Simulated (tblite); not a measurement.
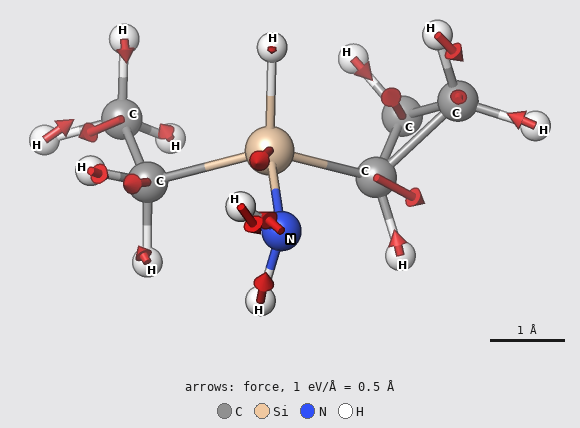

Starting geometry of C₅H₁₂NSi (multiplicity 2) with the computed forces as red arrows. Style: ball-and-stick. Shown from a free direction.

Theory: GFN2-xTB geometry optimisation, gas phase in tblite. 

Question: Is this structure relaxed? If not, where do the atoms go?

Answer: It isn't relaxed: the largest force vector, on the Si atom, is 2.11 eV/Å. The final displacements have little in common with the starting forces (cosine between the two patterns 0.28). Over 178 geometry steps the energy falls by 14.6 kcal/mol. The largest move after the best rigid fit is that of an H atom, 1.65 Å. Largest moves by element: H 1.65 Å, C 0.34 Å, Si 0.15 Å, N 0.09 Å. Near-neighbour distances that change, for instance: N–Si 1.800 → 1.727 Å, C–Si 1.838 → 1.896 Å, C–C 1.503 → 1.460 Å, C–H 1.126 → 1.089 Å. Among the angles between lasting bonds that change: Si–N–H 106.3° → 119.1°, C–C–H 121.5° → 130.9°, C–C–H 123.0° → 131.6°.
